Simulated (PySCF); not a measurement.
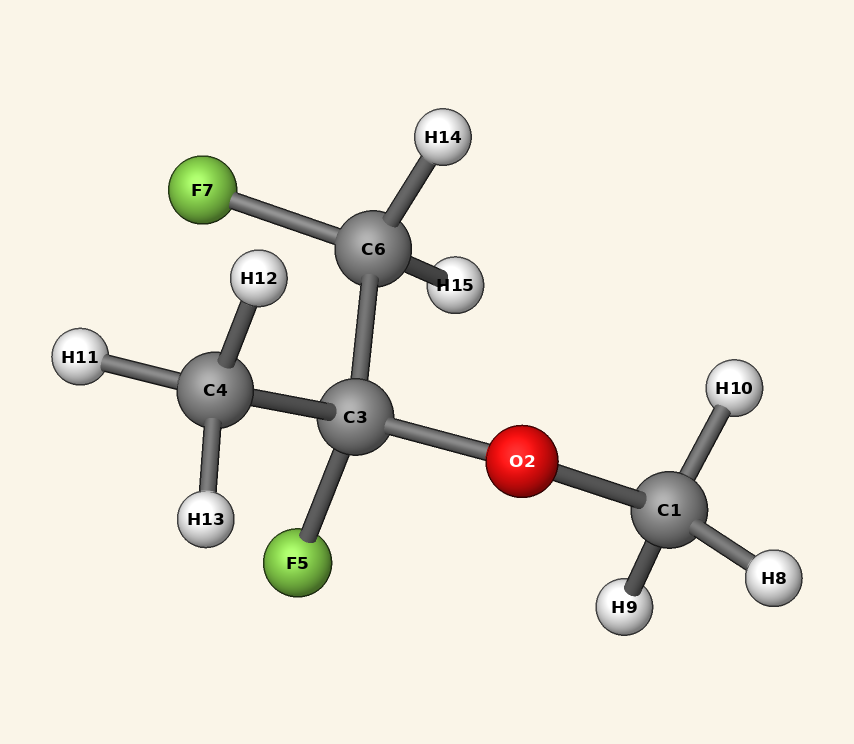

The questions are on isotropic NMR shieldings of the H atoms. The geometry was computed by an optimisation with PBE0-D3(BJ)/def2-SVP. No frequency run is at hand to confirm it as a minimum. Level of theory: GIAO PBE0/pcSseg-1 NMR shielding, non-relativistic, IEF-PCM chloroform (PySCF 2.14.0).

### Which H atom is the most shielded (lowest chemical shift)?

H12 (30.05 ppm).

### Which H atom is the least shielded (highest chemical shift)?

H15 (26.28 ppm).

### How wide is the range of H shifts?

3.77 ppm.

List the isotropic NMR shieldings of the H atoms.

```json
{"atom": "H8", "σ (ppm)": "27.76"}
{"atom": "H9", "σ (ppm)": "27.50"}
{"atom": "H10", "σ (ppm)": "28.02"}
{"atom": "H11", "σ (ppm)": "29.41"}
{"atom": "H12", "σ (ppm)": "30.05"}
{"atom": "H13", "σ (ppm)": "29.78"}
{"atom": "H14", "σ (ppm)": "26.94"}
{"atom": "H15", "σ (ppm)": "26.28"}
```
